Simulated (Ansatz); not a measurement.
CsSrF3 (cubic perovskite)

```
CsSrF3
1.0
    4.76395     0.00000     0.00000
    0.00000     4.76395     0.00000
    0.00000     0.00000     4.76395
Cs Sr F
1 1 3
Direct
  0.00000   0.00000   0.00000
  0.50000   0.50000   0.50000
  0.00000   0.50000   0.50000
  0.50000   0.00000   0.50000
  0.50000   0.50000   0.00000
```

This relaxed cell (volume V₀) is scaled evenly in all directions, its shape held. Symmetry pins the atoms to their sites.

Level of theory: r2SCAN (plane waves to 500 eV, PAW, scalar-relativistic; Ansatz, a program for electronic structure). k mesh 7×7×7 (Γ-centred), Fermi-Dirac smearing 0.05 eV. E stands for the smeared free energy. CsSrF3 was relaxed with its symmetry unable to fall. ΔE is measured from the relaxed starting cell.

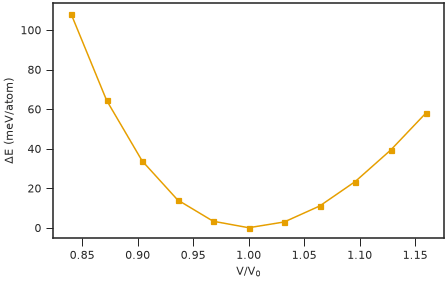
Figure: ΔE (meV/atom) against V/V₀; markers are the computed points, lines only join them.

What is ΔE at V/V₀ = 1.160?

About 58 meV/atom.

What is ΔE at V/V₀ = 0.840?

About 110 meV/atom.

What bulk modulus B₀ follows from a third-order Birch-Murnaghan fit?

About 45 GPa.

(Under strain, the slope of the energy per volume gives the stress and its curvature an elastic modulus.)
